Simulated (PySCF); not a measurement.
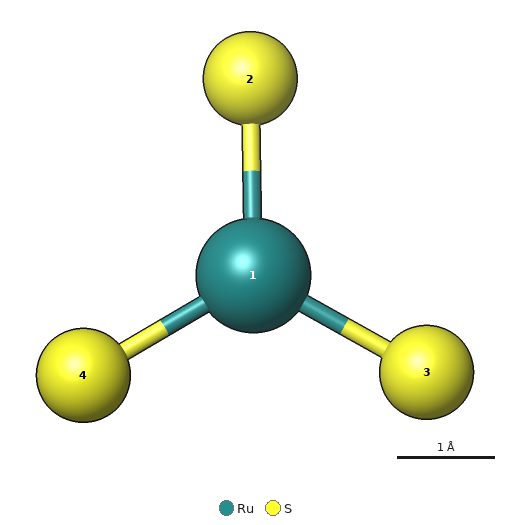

**Figure 1.** The input geometry (ball-and-stick view, seen on its broad side; atoms are numbered from 1 in the order of the input). Sticks mark near contacts. Bond lengths as drawn: Ru–S 2.05 Å.

# Single-point calculation, with input and output: RuS3

RuS3, computed with RKS-based r2SCAN, Ru def2-SVP with ECP28, S def2-SVP; non-relativistic Hamiltonian with a scalar-relativistic core potential; density fitting (PySCF 2.14.0).

The geometry comes from this level: PBE0.

**Log**
```
init E= -1289.12706461374
  HOMO = -0.25048748476977  LUMO = -0.198313031790553  gap/eV = 1.41974
cycle= 1 E= -1289.12696758636  delta_E= 9.7e-05  |g|= 0.0874  |ddm|= 0.183
  HOMO = -0.226939076587388  LUMO = -0.183088709473884  gap/eV = 1.19323
cycle= 2 E= -1289.05468947826  delta_E= 0.0723  |g|= 0.578  |ddm|= 0.437
  HOMO = -0.249788886858678  LUMO = -0.19715630543355  gap/eV = 1.43221
cycle= 3 E= -1289.12846146436  delta_E= -0.0738  |g|= 0.019  |ddm|=  0.4
  HOMO = -0.248810344918105  LUMO = -0.196794656611093  gap/eV = 1.41542
cycle= 4 E= -1289.12855341176  delta_E= -9.19e-05  |g|= 0.00186  |ddm|= 0.0182
  HOMO = -0.248701001442762  LUMO = -0.196764972981996  gap/eV = 1.41325
cycle= 5 E= -1289.12855407933  delta_E= -6.68e-07  |g|= 0.000584  |ddm|= 0.00194
  HOMO = -0.24870053277399  LUMO = -0.196765370256022  gap/eV = 1.41323
cycle= 6 E= -1289.12855396969  delta_E= 1.1e-07  |g|= 0.000793  |ddm|= 0.00167
  HOMO = -0.24870251727218  LUMO = -0.196745771698771  gap/eV = 1.41382
cycle= 7 E= -1289.12855420727  delta_E= -2.38e-07  |g|= 2.12e-05  |ddm|= 0.000978
  HOMO = -0.248705772144146  LUMO = -0.196749550312031  gap/eV = 1.41380
cycle= 8 E= -1289.12855420739  delta_E= -1.21e-10  |g|= 1.62e-06  |ddm|= 3.48e-05
  HOMO = -0.248705567889465  LUMO = -0.196749173841471  gap/eV = 1.41381
Extra cycle  E= -1289.12855420739  delta_E= -1.82e-12  |g|= 2.77e-06  |ddm|= 5.37e-06
converged SCF energy = -1289.12855420739
```

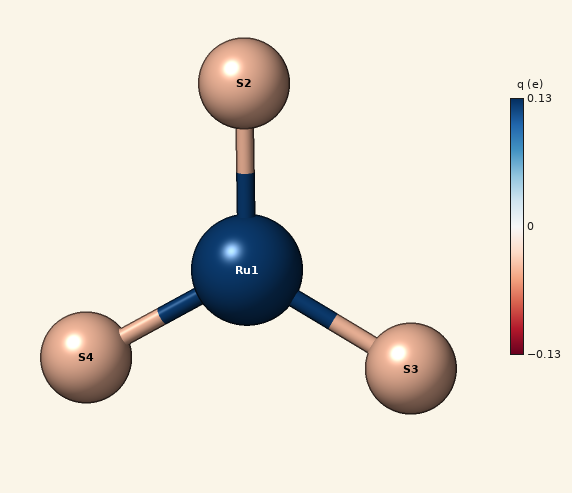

**Figure 2.** Mulliken charges, as the colour of each atom (ball-and-stick view, seen at a tilt; atoms are numbered from 1 in the order of the input). By element: Ru +0.12 and S −0.04 e.

This output came from the following input.

**The input**
```python
from pyscf import gto, scf, dft
mol = gto.M(atom='''
Ru     0.000000    -0.000000     0.000000
S      2.051017    -0.000009    -0.000001
S     -1.025501     1.776237    -0.000000
S     -1.025516    -1.776229     0.000001''',
    basis={'Ru': 'def2-SVP', 'S': 'def2-SVP'},
    ecp={'Ru': 'def2-SVP'},
    charge=0, spin=0)
mf = dft.RKS(mol, xc='R2SCAN')
mf.grids.atom_grid = (90, 434)
aux = {'Ru': 'def2-universal-JKFIT', 'S': 'def2-universal-JKFIT'}
mf = mf.density_fit(auxbasis=aux)
mf.conv_tol = 1e-09
mf.diis_space = 10
mf.max_cycle = 60
mf.verbose = 4
mf.kernel()
```

The script is an equivalent of the set-up of the self-consistent field. The run itself was carried out by a driver, which started from the orbitals of the step before it where there was one and computed the further properties.

Command:
```bash
OMP_NUM_THREADS=2 python axn.py task.json out
```

**Key numbers**

| quantity | value |
| --- | --- |
| outcome | converged |
| total energy | −1289.128554 hartree |
| HOMO | −6.77 eV |
| LUMO | −5.35 eV |
| dipole moment | 0.00 D |
| hardware | 2 threads of Arm Neoverse V1, 24 GiB of memory available, shared host |
| wall time | 18 s (CPU time 33 s) |
| peak memory | 0.95 GiB |

**Remarks**

The run takes a singlet; with an open-shell metal another spin state may lie lower.
